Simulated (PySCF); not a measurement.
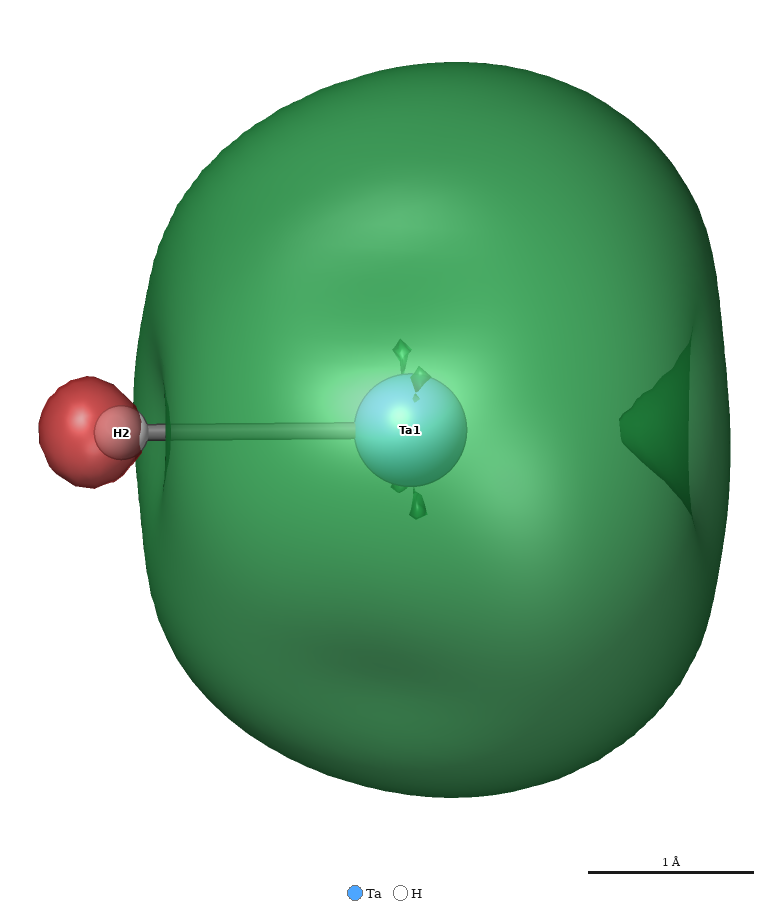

Figure. TaH (quintet). Isosurfaces of the spin density at +0.015 (green) and −0.015 e/Å³ (red), seen from one side.

Core potentials replace the inner electrons of Ta.

All numbers below come from PySCF 2.14.0, PBE0/cc-pVDZ(-PP), non-relativistic Hamiltonian with scalar-relativistic core potentials where named, at a bond length of 1.770 Å.

Q: Describe the spin distribution.

A: The unpaired spin (4 electrons) lies mostly on Ta1 (about 3.9) and H2 (about 0.1), in electrons by Hirshfeld's partition.
